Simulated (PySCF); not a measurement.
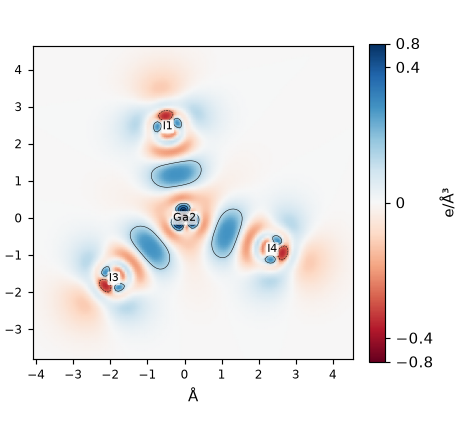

GaI$_{3}$, SMILES `I[Ga](I)I`. Deformation density (molecule less spherical, spin-averaged free atoms) in the molecular plane; colour scale in e/Å³, logarithmic beyond ±0.1; blue: gain, red: loss.

Level of theory: ωB97X/def2-TZVP (PySCF), at a geometry from GFN2-xTB. Core potentials replace the inner electrons of I; spin–orbit coupling isn't included. No frequency check shows the geometry to be a minimum. GFN2-xTB bond lengths at metals and heavier atoms can be off by up to 0.1 Å and shapes distorted, which carries into these values.

The calculation's input:

```python
import numpy as np
from pyscf import gto, scf, dft
from pyscf.scf import atom_ks, atom_hf
from scipy.linalg import block_diag

def solve(mol, dm0=None, hcore=None):
    mf = (dft.UKS if mol.spin else dft.RKS)(mol, xc='wb97x')
    mf.grids.level = 3
    mf = mf.density_fit(auxbasis='def2-universal-jkfit')
    mf.conv_tol, mf.max_cycle = 1e-8, 80
    if hcore is not None:
        mf.get_hcore = lambda *args: hcore
    mf.kernel(dm0)
    if not mf.converged:
        mf = mf.newton().run(mf.mo_coeff, mf.mo_occ, max_cycle=30)
    assert mf.converged, 'SCF not converged'
    return mf

mol = gto.M(atom='''
I      1.28888    -2.15134     0.00000
Ga    -0.00069     0.00000     0.00000
I      1.21888     2.19175     0.00000
I     -2.50735    -0.04042     0.00000
''', basis='def2-tzvp', ecp={'I': 'def2-tzvp'}, charge=0, spin=0, verbose=4)
mf = solve(mol)
mf.analyze()
# spherically averaged free atoms, for the promolecule
atom_ks.AtomSphAverageRKS.init_guess_by_vsap = lambda self, mol=None: self.init_guess_by_minao(mol)  # core potentials
atm = atom_ks.get_atm_nrks(mol, xc='wb97x')
pro = block_diag(*[(atm[a[0]][2] * atm[a[0]][3]) @ atm[a[0]][2].T for a in mol._atom])
np.savez('result.npz', e=mf.e_tot, c=mf.mo_coeff, occ=mf.mo_occ, eps=mf.mo_energy, pro=pro, dip=mf.dip_moment(verbose=0), s2=mf.spin_square()[0])
```

Run with:

```sh
OMP_NUM_THREADS=1 python input.py
```

The run took 49 s on 1 thread of Arm Neoverse V1, on a shared host, peak memory 0.83 GiB.

Partitions, critical points and surface values were worked out afterwards from this run's density.

### How much density has each bond in this plane gained at its critical point, relative to the free atoms?

Ga2–I4, I1–Ga2 and Ga2–I3: +0.11 e/Å³ at the bond critical point (bond length 2.51 Å, Mayer order 1.2). In all, 1.0 electrons gather in the regions of gain relative to the promolecule. A small or negative value marks a very polar bond, one between electron-rich atoms, whose free-atom densities already overlap strongly, a long bond to a heavier atom, or a closed-shell contact such as a hydrogen bond.

### Where do the Hirshfeld charges lie?

The highest Hirshfeld charge is on Ga2 (+0.31 e), the lowest on I1, I3 and I4 (−0.10 e).
